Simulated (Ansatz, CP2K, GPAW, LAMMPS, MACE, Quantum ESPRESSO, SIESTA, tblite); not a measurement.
# Liquid Al56Cu44 (at. %) at 1700 K (71 atoms) in SIESTA, part 2 of 2

Wanted: SIESTA inputs and outputs for liquid Al56Cu44 (at. %) at 1700 K (71 atoms), checked against a plane-wave reference.

Program: SIESTA 5.4.2; the method stands at each step. Banners, paths, timers and routine set-up lines are dropped from the logs unmarked, and long logs keep their key lines alone; longer cuts are marked. The potentials were converted by us to PSML.

So far. Step 2 (PBE, DZP, shift 0.01 Ry, mesh 500 Ry): Forces lie 7.7 % from the reference's, at 0.90 times its CPU time (on 2 against 4 cores). Step 3 (PBE, SZP, shift 0.01 Ry, mesh 500 Ry): Against the first run (7.7 %), the force difference from the reference is 23 %, at 0.75 times the CPU time, with 763 basis functions against 1109: the smaller basis costs accuracy.

In doubt: a PseudoDojo file used here is known to give poor structures and forces (steps 2, 3, 4), which bears on pressures, cells, forces and phonons.

## 4. PBE, DZP, shift 0.01 Ry, mesh 150 Ry

Method: Kohn-Sham DFT, PBE, PseudoDojo 0.4.1 norm-conserving pseudopotentials (converted to PSML), numerical atomic orbitals (DZP), diagonalisation.

File input.fdf:

```
SystemLabel cell
NumberOfAtoms 71
NumberOfSpecies 2
%block ChemicalSpeciesLabel
  1 13 Al
  2 29 Cu
%endblock ChemicalSpeciesLabel
LatticeConstant 1.0 Ang
%block LatticeVectors
  10.68344 0.00000 0.00000
  0.00000 10.68344 0.00000
  0.00000 0.00000 10.68344
%endblock LatticeVectors
PAO.BasisSize DZP
PAO.EnergyShift 0.01 Ry
XC.Functional GGA
XC.Authors PBE
MeshCutoff 150 Ry
%block kgrid_Monkhorst_Pack
  1 0 0 0.0
  0 1 0 0.0
  0 0 1 0.0
%endblock kgrid_Monkhorst_Pack
SolutionMethod diagon
OccupationFunction FD
ElectronicTemperature 580 K
SCF.Mixer.Method Pulay
SCF.Mixer.Weight 0.05
SCF.Mixer.History 8
SCF.Mix Hamiltonian
MaxSCFIterations 300
SCF.DM.Tolerance 1e-04
SCF.H.Tolerance 1.0e-3 eV
WriteForces T
Write.HirshfeldPop T
Write.VoronoiPop T
Write.DM F
Write.H F
XML.Write F
AtomicCoordinatesFormat Fractional
%block AtomicCoordinatesAndAtomicSpecies
[... 71 atom lines left out: the same atoms as in the first run ...]
%endblock AtomicCoordinatesAndAtomicSpecies
```

On the command line:

```sh
$ OMP_NUM_THREADS=1 mpirun -np 2 siesta < input.fdf > output.txt
```

What it wrote:

```text
Version         : 5.4.2
reinit: System Name:
reinit: System Label: cell
initatom: Reading input for the pseudopotentials and atomic orbitals ----------
Species number:   1 Atomic number:   13 Label: Al
Species number:   2 Atomic number:   29 Label: Cu
Ground state valence configuration (from tables):   3s02  3p01  3d00  4f00
Ground state valence configuration (from tables):   4s01  4p00  3d10  4f00
---- Processing specs for species: Al
GGA--PBE XC_GGA_X_PBE--XC_GGA_C_PBE pb
---- Processing specs for species: Cu
GGA--PBE XC_GGA_X_PBE--XC_GGA_C_PBE pb
Semicore shell(s) with  8 electrons included in the valence for Cu
Semicore shell(s): 3s 3p
Fallback to non-perturbative polarization scheme for Cu
Please see the manual if this is not desired in principle
[... lines left out ...]
Total number of electrons:   709.000000
[... lines left out ...]
stepf: Fermi-Dirac step function
        iscf     Eharris(eV)        E_KS(eV)     FreeEng(eV)     dDmax    Ef(eV) dHmax(eV)
[... lines left out ...]
SCF Convergence by DM+H criterion
[... lines left out ...]
SCF cycle converged after 24 iterations
[... lines left out ...]
   Max    3.274895
[... lines left out ...]
   Max    3.274895    constrained
Stress tensor Voigt[x,y,z,yz,xz,xy] (kbar):       44.04       26.68       14.37      -14.53       15.72       -0.78
[... lines left out ...]
siesta: DEna    =      1380.563741
siesta: DUscf   =        90.397727
siesta: Ex      =    -19646.548146
siesta: Ec      =     -1148.511124
siesta: Exc     =    -20795.059271
siesta: Eharris =   -162413.895694
siesta: Etot    =   -162413.895685
siesta: FreeEng =   -162414.164537
siesta: Final energy (eV):
siesta:  Band Struct. =  -24140.248520
siesta:       Kinetic =   74137.313240
siesta:       Hartree =   83637.029835
siesta:         Exch. =  -19646.548146
siesta:         Corr. =   -1148.511124
siesta:   Exch.-corr. =  -20795.059271
siesta:  Ion-electron = -244102.413413
siesta:       Ion-ion =  -55290.766077
siesta:         Total = -162413.895685
siesta:         Fermi =      -3.814340
siesta: Stress tensor (static) (eV/Ang**3):
siesta:     0.027488   -0.000485    0.009813
siesta:    -0.000485    0.016651   -0.009072
siesta:     0.009813   -0.009072    0.008969
siesta: Cell volume =       1219.363935 Ang**3
siesta: Pressure (static):
siesta:                Solid            Molecule  Units
siesta:          -0.00019281         -0.00033764  Ry/Bohr**3
siesta:          -0.01770265         -0.03100085  eV/Ang**3
siesta:         -28.36276790        -49.66883304  kBar
    Orbital volume contribution        =          64.267097 eV
    (Free)E + p_basis*V_orbitals       =     -162349.897440 eV
    (Free)Eharris+ p_basis*V_orbitals  =     -162349.897448 eV
Hirshfeld Atomic Populations:
Atom #   charge [q] valence [e]  Species
     1    -0.225241    3.225241  Al
     2    -0.147734    3.147734  Al
     3    -0.173561    3.173561  Al
[...]
41     0.258780   18.741220  Cu
    42     0.291572   18.708428  Cu
    43     0.300863   18.699137  Cu
[...]
--------------------
 Total    -0.000076
Voronoi Atomic Populations:
Atom #   charge [q] valence [e]  Species
[...]
39    -0.112449    3.112449  Al
    40    -0.130580    3.130580  Al
[...]
70     0.208344   18.791656  Cu
    71     0.108062   18.891938  Cu
--------------------
 Total    -0.000077
```

Run time: 1.8 min. Hardware: 2 MPI ranks of Arm Neoverse V2, shared host; peak memory 0.89 GiB; 3.6 min of CPU time.

Compared with the plane-wave run:

| Item | Value |
| --- | --- |
| r.m.s. force component | 1.021 eV/Å |
| r.m.s. difference of force components | 78.63 meV/Å |
| longest difference of force vectors | 266.9 meV/Å |
| force difference over r.m.s. force | 8.121 % |
| slope of forces against the reference's | 1.053 |
| correlation of force components | 0.9983 |
| pressure | -2.836 GPa |
| pressure difference | -0.9316 GPa |
| energy less the same-level run's | -6.814 meV/atom |
| r.m.s. force difference from the same-level run | 21.31 meV/Å |

This is a coarse setting, run to see what it loses.

Against the first run (7.7 %), the force difference from the reference is 8.1 %, at 0.21 times the CPU time: the change moves forces by 21 meV/Å r.m.s., so most of the difference comes from elsewhere.

## 5. Side by side

Differences are against the plane-wave reference, forces as r.m.s. over components; share is that over the reference's r.m.s. force, slope the least-squares factor from reference forces to these. Total energies of different programs have different zeros and aren't compared.

| run | Δ force, r.m.s. (meV/Å) | share (%) | slope | Δ pressure (GPa) | cores | CPU time | memory (GiB) |
| --- | --- | --- | --- | --- | --- | --- | --- |
| reference | - | - | - | - | 4 | 19 min | 4.6 |
| SIESTA PBE, DZP, shift 0.01 Ry, mesh 500 Ry | 75.0 | 7.74 | 1.052 | -1.07 | 2 | 17 min | 2.8 |
| SIESTA PBE, SZP, shift 0.01 Ry, mesh 500 Ry (coarse) | 224 | 23.1 | 1.164 | 0.974 | 2 | 13 min | 2.4 |
| SIESTA PBE, DZP, shift 0.01 Ry, mesh 150 Ry (coarse) | 78.6 | 8.12 | 1.053 | -0.932 | 2 | 3.6 min | 0.89 |

Rows marked coarse were listed beforehand as settings not expected to be converged; some can still land near the reference.

CPU time is summed over cores on a shared host, where runs went side by side, so it is rough. Symmetry, cutoffs, thresholds, outputs and thread counts weren't matched or tuned between programs; memory under MPI is the largest rank's times the ranks.

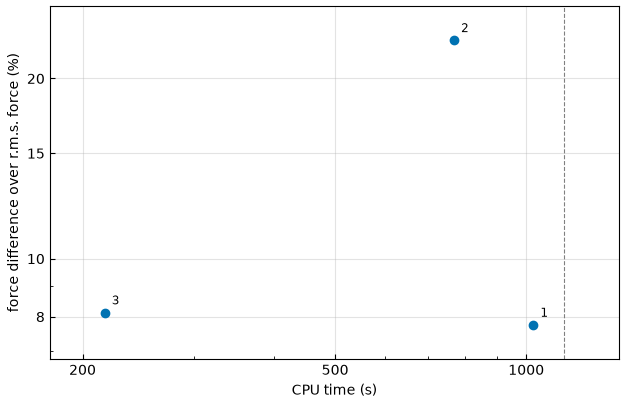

Force difference against CPU time; the dashed line marks the reference's time. Points: 1 SIESTA PBE, DZP, shift 0.01 Ry, mesh 500 Ry; 2 SIESTA PBE, SZP, shift 0.01 Ry, mesh 500 Ry; 3 SIESTA PBE, DZP, shift 0.01 Ry, mesh 150 Ry.

Within one program, basis, potentials and functional, energies share a zero. Each run against its twin at the usual cutoff or grid and solver:

| run | twin | Δ energy (meV/atom) | Δ force, r.m.s. (meV/Å) | CPU time over the twin's |
| --- | --- | --- | --- | --- |
| SIESTA PBE, DZP, shift 0.01 Ry, mesh 150 Ry | DZP, shift 0.01 Ry, mesh 500 Ry | -6.81 | 21.3 | 0.21 |

## 6. What came out

| Property | Result |
| --- | --- |
| nearest in forces | SIESTA PBE, DZP, shift 0.01 Ry, mesh 500 Ry, 7.7 % |
| its CPU time | 17 min |

In words: The PBE run in local orbitals, coarse settings apart, differs by 7.7 % (SIESTA PBE, DZP, shift 0.01 Ry, mesh 500 Ry); basis, grid and potentials can all enter. Runs with settings chosen to be coarse differ by 8.1 % (SIESTA PBE, DZP, shift 0.01 Ry, mesh 150 Ry) to 23 % (SIESTA PBE, SZP, shift 0.01 Ry, mesh 500 Ry), their programs' other errors included. One electronic-structure run takes under half the reference's CPU time: SIESTA PBE, DZP, shift 0.01 Ry, mesh 150 Ry, at 8.1 % in 3.6 min against 19 min. SIESTA PBE, SZP, shift 0.01 Ry, mesh 500 Ry stiffens the forces by a factor of 1.16 while following their directions (correlation 0.990); the slopes of the 3 SIESTA runs lie between 1.05 and 1.16. The potentials hold different valence shells: 461 electrons in the reference, 709 in SIESTA; this bears on time and differences. The reference's pressure holds the uncorrected Pulay stress of its 60 Ry basis, so small pressure differences, and their order, may be the reference's own error. A potential file of the SIESTA runs is in doubt, which bears on their forces and pressure. The frame stands for 1700 K, but pressures are static and levels are smeared at 580 K, under the temperature of the frame, which matters where levels are partly filled. The electron count is odd in these runs, and they have no spin polarisation, so the unpaired electron is spread evenly over both spins. The network of bonds at the start is that of the classical potential that made the cell, and needn't be the one that DFT or experiment would give. The electronic-structure runs sample only Γ, in a cell whose shortest periodic width is 11 Å, which is coarse for a cell with partly filled levels.

[Also dropped from logs without a mark: logging warnings of Python, and SIESTA's first energy breakdown and zero terms.]

[Logs are printed without paths, hosts, clocks, repeated set-up lines and the standing remarks that a program may print on its own settings, such as how far it seeks lower states.]

[Hosts, paths, dates, database ids (printed as entryN), source tags and the programs' standing remarks are cut or masked in the printed files.]
